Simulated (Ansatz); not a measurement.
**ClH$_{6}$NSi$_{2}$: density, localisation and related maps**

The calculation's input:

```
crystal:
  periodic: [false, false, false]
  atoms:
    - {symbol: Cl, position_ang: [1.416805, -2.219232, -1.067506]}
    - {symbol: N, position_ang: [-1.519590, -0.924917, -0.665253]}
    - {symbol: Si, position_ang: [0.084241, -0.945961, -0.035512]}
    - {symbol: Si, position_ang: [1.010063, 1.195022, -0.236208]}
    - {symbol: H, position_ang: [-2.133448, -1.721750, -0.516062]}
    - {symbol: H, position_ang: [-1.699182, -0.499825, -1.570747]}
    - {symbol: H, position_ang: [0.006834, -1.475411, 1.350913]}
    - {symbol: H, position_ang: [2.441636, 1.181315, 0.179774]}
    - {symbol: H, position_ang: [0.924801, 1.609942, -1.668817]}
    - {symbol: H, position_ang: [0.265483, 2.187109, 0.594922]}
basis:
  gaussian: {orbitals: def2-TZVPD}
hamiltonian: {xc: {name: PBE0}}
output: {forces: true, orbitals: {seedname: orbitals}}
```

Launched as:

```sh
ansatz run input.yaml --threads 2 --pin off --max-ram 4350MiB --events-out events.jsonl --progress --plain --runs-dir runs
```

Geometry: B3LYP-D3(BJ)/def2-SVP.

Computed with Ansatz, isolated molecule in a Gaussian basis; Kohn-Sham density functional theory, functional PBE0.

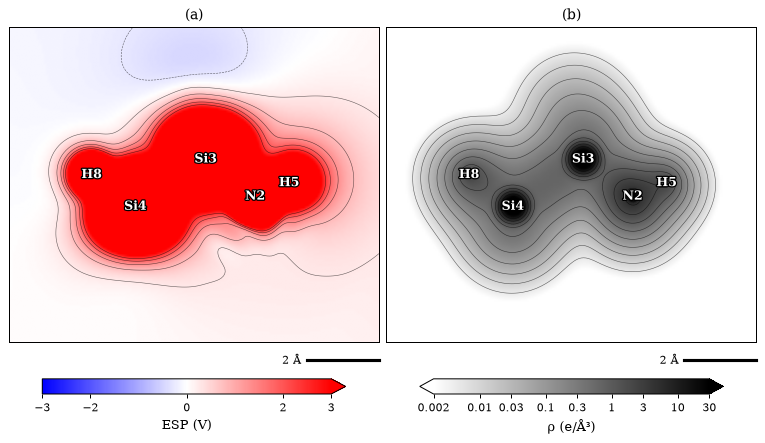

Figure 1. (a) electrostatic potential; (b) electron density on the plane of atoms Si3, Si4 and H8.

Q: What do the fields say about this system?

A:
- The plane passes through N, Si and H nuclei.
- Si–N (1.72 Å): ρ is about 1.1 e/Å³ halfway.
- Si–Si (2.34 Å): ρ is about 0.65 e/Å³ halfway.
- N–H (1.02 Å): the density is about 2.8 e/Å³ at the midpoint.
- Si–H (1.49 Å): the density is about 0.8 e/Å³ at the midpoint.
- Outside the dense part of the molecule the potential is most negative (−0.5 V) near Cl1, which lies off the plane.

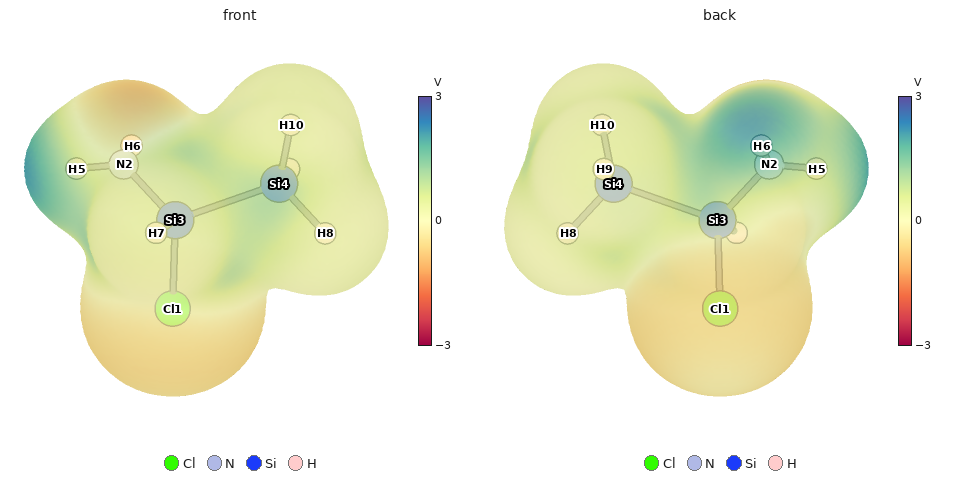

Figure 2. The molecular electrostatic potential painted on the density surface at 0.002 e/bohr³, seen from the front and from behind; red is negative and blue positive.

Q: Which sites attract a positive test charge, and which a negative one?

A: A positive charge is drawn to the negative regions and a negative charge to the positive ones. The most negative region (about −0.8 V) lies over N2, the most positive (about +2.1 V) over H5 and H6.

Q: What dipole moment does the calculation give?

A: Its dipole moment is 1.93 D.

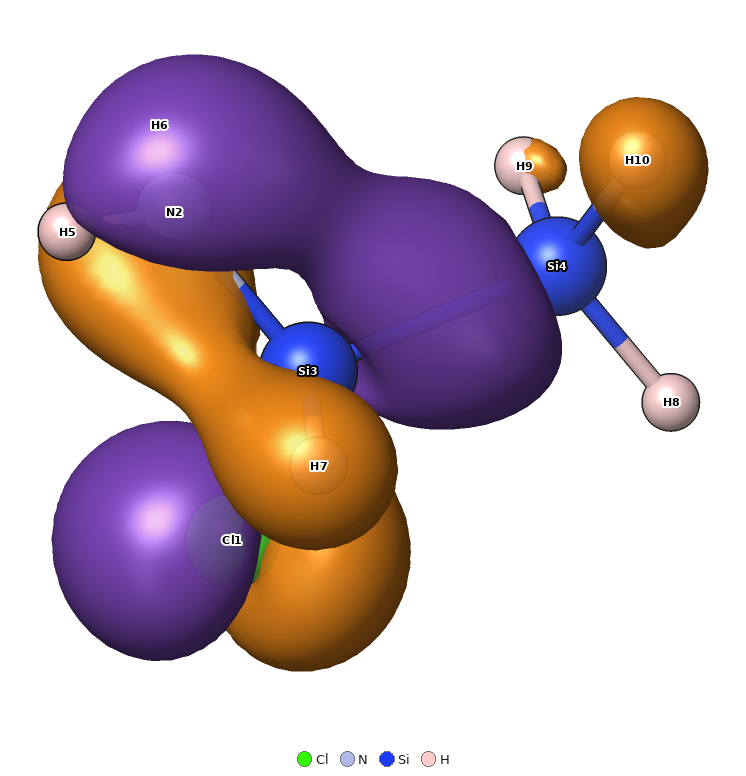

Figure 3. The HOMO−1 at ±0.1 Å⁻³ᐟ² (orange and purple are the two phases), seen at a tilt.

Q: Describe this orbital and give its energy.

A: It lies mainly on Cl1 (about 30 %), N2 (about 30 %), Si3 (about 15 %) and Si4 (about 10 %). Its energy is −8.19 eV.

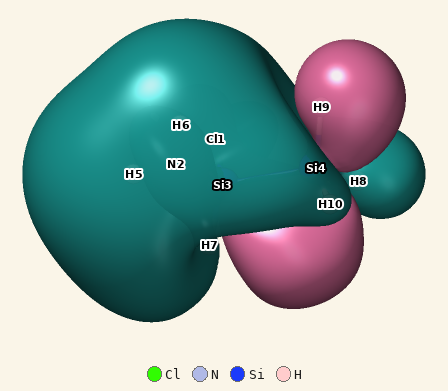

Figure 4. One frontier orbital at ±0.03 Å⁻³ᐟ² (teal and pink are the two phases), seen from one side.

Q: Which orbital is it: HOMO or LUMO?

A: The LUMO, at −0.46 eV. It lies mainly on Si3 (about 30 %), Si4 (about 20 %), H5 (about 10 %), H6 (about 10 %) and N2 (about 10 %).
